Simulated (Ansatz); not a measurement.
# CH3ClFSi2 (SMILES C/[Si](F)=[Si]/Cl) (doublet): what the fields show

The calculation's input:

```
crystal:
  periodic: [false, false, false]
  atoms:
    - {symbol: C, position_ang: [-0.287535, 0.655498, -0.248042]}
    - {symbol: Cl, position_ang: [1.778377, -4.138406, -0.374939]}
    - {symbol: F, position_ang: [-1.165289, -1.990672, 0.226828]}
    - {symbol: Si, position_ang: [0.163793, -1.171280, -0.206800]}
    - {symbol: Si, position_ang: [2.268898, -2.074944, -0.693350]}
    - {symbol: H, position_ang: [-0.637468, 0.987735, 0.736839]}
    - {symbol: H, position_ang: [-1.095437, 0.836389, -0.967355]}
    - {symbol: H, position_ang: [0.577960, 1.262306, -0.534623]}
basis:
  gaussian:
    orbitals: def2-TZVPD
hamiltonian:
  xc: pbe0
total_charge: 0
magnetization:
  spin_polarized: true
  initial_magnetization: 1
output: {forces: true, orbitals: {seedname: orbitals}}
```

Run with:

```sh
ansatz run input.yaml --threads 2 --pin off --max-ram 4350MiB --events-out events.jsonl --progress --plain --runs-dir runs
```

Geometry: B3LYP/6-31G*.

Method: isolated molecule in a Gaussian basis; Kohn-Sham density functional theory, functional PBE0 (Ansatz 0.2.0).

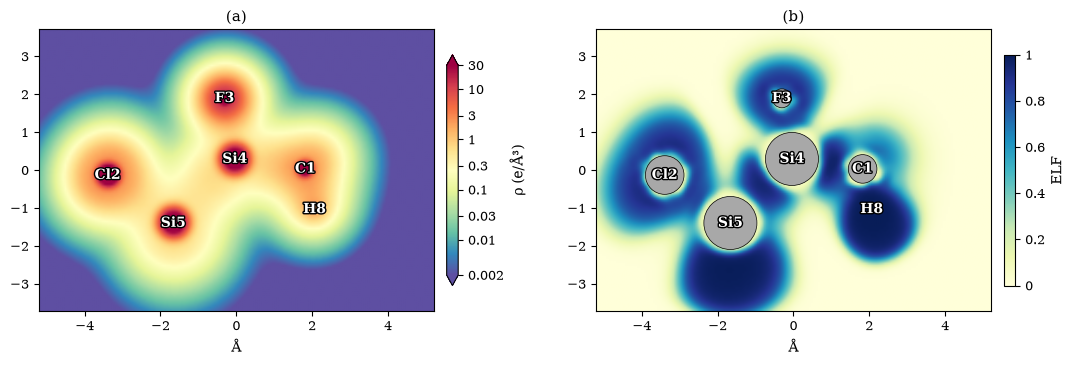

Figure 1. (a) electron density; (b) electron localisation function on the plane of atoms C1, Si4 and F3. Grey discs cover the atomic cores in the ELF map.

Q: Interpret the plot.

A: The plane passes through C, Cl, F, Si and H nuclei.
Si–F (1.62 Å): ρ at the midpoint is about 1.1 e/Å³; the ELF peaks at about 0.85 in the valence shell of F, 0.6 Å from its nucleus, and is about 0.55 at the midpoint.
C–Si (1.88 Å): ρ at the midpoint is about 0.95 e/Å³; the ELF peaks at about 0.95 between the atoms; a covalent bond.
Si–Cl (2.14 Å): ρ is about 0.75 e/Å³ halfway; the ELF peaks at about 0.85 between the atoms; a polar covalent bond.
Si–Si (2.34 Å): ρ at the midpoint is about 0.58 e/Å³; the ELF peaks at about 0.95 between the atoms; a covalent bond.
C–H (1.10 Å): ρ is about 1.9 e/Å³ halfway; the ELF climbs to about 1 towards the hydrogen, as it does in any bond to H: a covalent bond by its length.
The ELF also peaks beside Si5, Cl2 and F3, away from the bonds: non-bonding electrons, paired or unpaired.

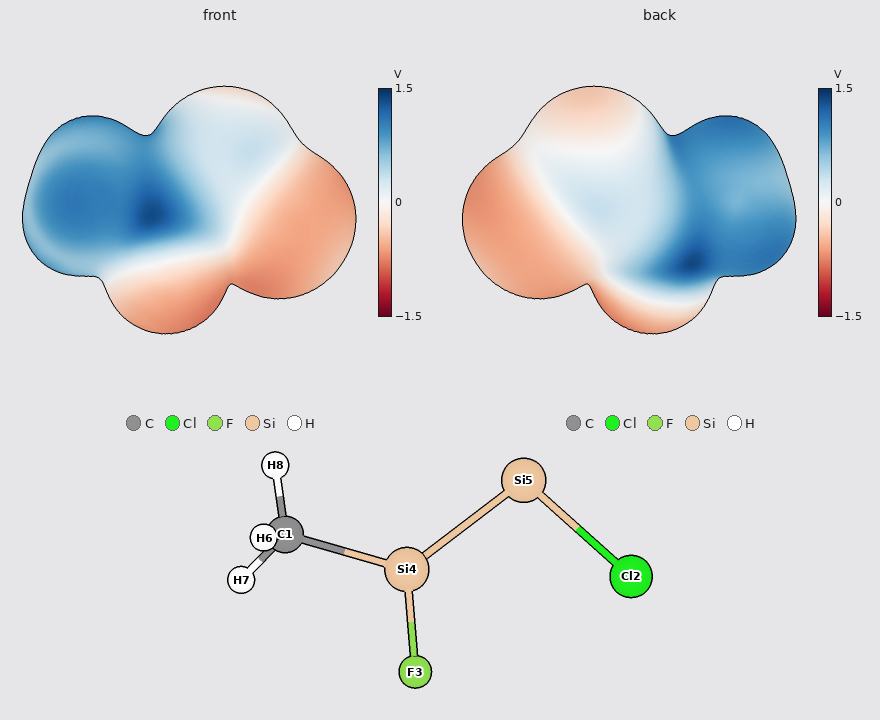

Figure 2. The electrostatic potential painted on the density surface at 0.001 e/bohr³, seen from the front and from behind; the colour scale runs from red (negative) to blue (positive). The bare structure is drawn below in the same view.

Q: Describe the electrostatic potential map.

A: The most negative region (about −0.8 V, or −18 kcal/mol for a unit charge) lies over Cl2 and F3, the most positive (about +1.3 V, or +30 kcal/mol for a unit charge) over Si4.

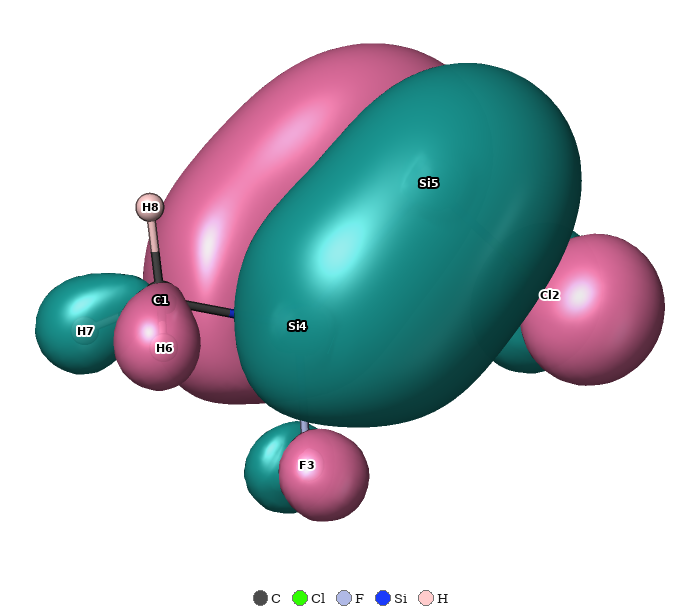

Figure 3. The LUMO (β) at ±0.06 Å⁻³ᐟ² (teal and pink are the two phases), seen at a tilt.

Q: Describe this orbital and give its energy.

A: Its weight (Hirshfeld) is mainly on Si5 (about 45 %), Si4 (about 40 %) and Cl2 (about 5 %); π-bonding across Si5–Si4. Its energy is −3.34 eV.

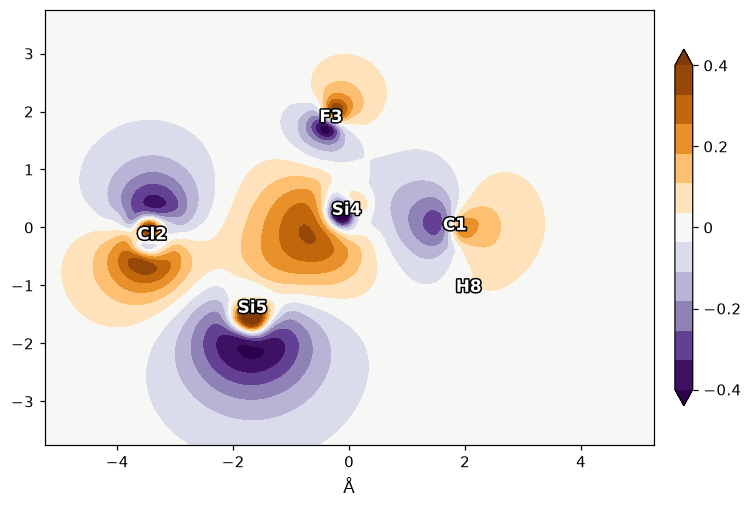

Figure 4. One frontier orbital on the plane of atoms Si4, C1 and H8 (values in Å⁻³ᐟ²; the overall sign is arbitrary).

Q: Which orbital is it: HOMO (β) or LUMO (β)?

A: The HOMO (β), at −6.70 eV. It lies mainly on Si5 (about 55 %), Si4 (about 20 %) and Cl2 (about 20 %).
